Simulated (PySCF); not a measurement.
## Electronic structure of GaB (charge −1, quartet) in real space

```json
{"atom": "Ga", "x (Å)": "0.0000", "y (Å)": "0.0000", "z (Å)": "-0.2839"}
{"atom": "B", "x (Å)": "0.0000", "y (Å)": "0.0000", "z (Å)": "1.7771"}
```

All numbers below come from PySCF 2.14.0, PBE0/def2-SVPD, non-relativistic Hamiltonian with scalar-relativistic core potentials where named, at a bond length of 2.061 Å.

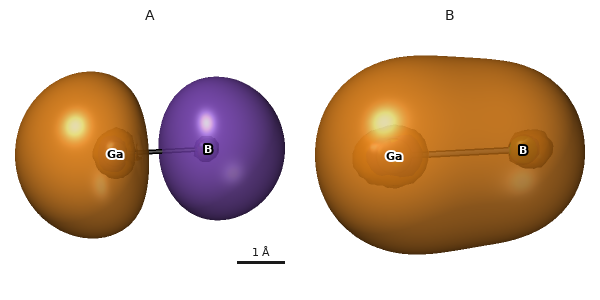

Figure 1. Two frontier β-spin orbitals, each drawn at the value that holds 80 % of its norm (orange and purple are the two phases), in no order; of a degenerate pair one member is drawn.

**Label each orbital by symmetry, say whether it is occupied, and order them by energy.**

Orbital B: σ, occupied in this spin, −5.38 eV; shared between the atoms (Ga 55 %, B 45 %).
Orbital A: σ, occupied in this spin, −1.17 eV; shared between the atoms (Ga 60 %, B 40 %).

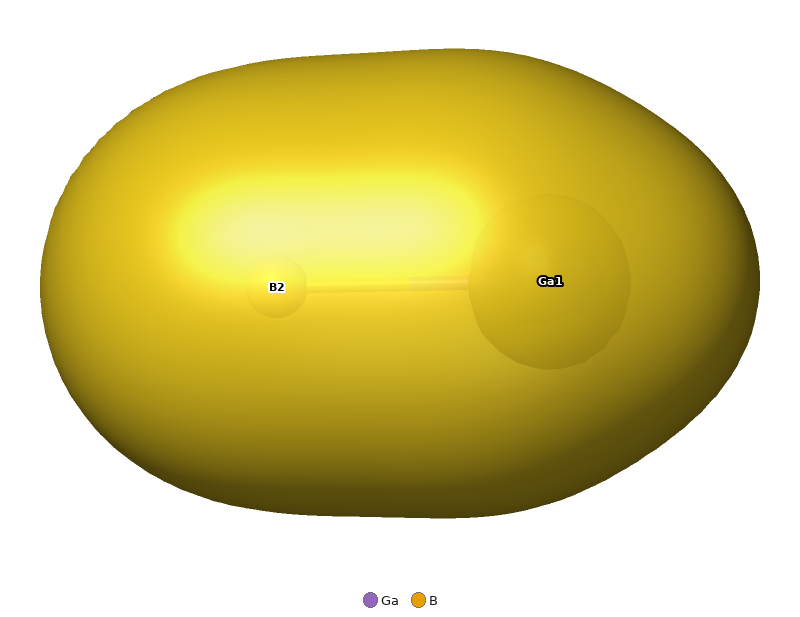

Figure 2. Isosurfaces of the spin density (α minus β) at +0.02 (yellow) and −0.02 e/Å³ (cyan), seen from one side.

**Which atoms carry the spin?**

The unpaired spin (3 electrons) lies mostly on B2 (about 1.8) and Ga1 (about 1.2), in electrons by Hirshfeld's partition.

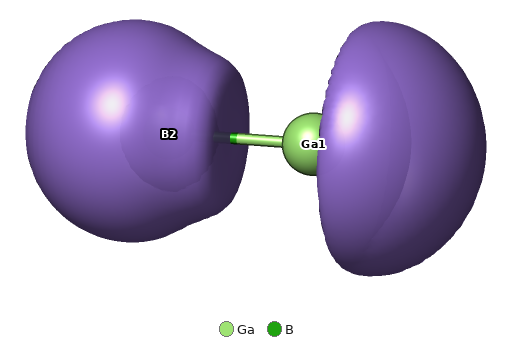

Figure 3. Isosurface of the electron localisation function at 0.75 (purple), seen from one side. Only the valence region is drawn (cores and ρ < 0.01 e/Å³ removed).

**Identify the bonds, lone pairs and shells in this picture.**

At this value the surface marks out one lobe on B, pointing away from the bonds (non-bonding electrons) and one lobe on Ga, pointing away from the bonds (non-bonding electrons). Along the contacts the grid gives the following. Ga–B (2.06 Å): the ELF peaks at about 0.85 in the valence shell of B, 0.8 Å from its nucleus, and is about 0.55 at the midpoint.

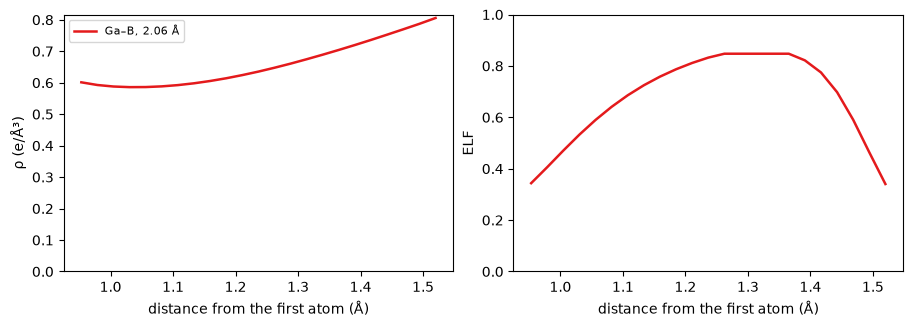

Figure 4. Electron density and ELF along straight lines between neighbouring atoms. The curves leave out the atomic cores.

**What can be read from the curves?**

Ga–B (2.06 Å): ρ at the midpoint is about 0.59 e/Å³; the ELF peaks at about 0.85 in the valence shell of B, 0.8 Å from its nucleus, and is about 0.55 at the midpoint.
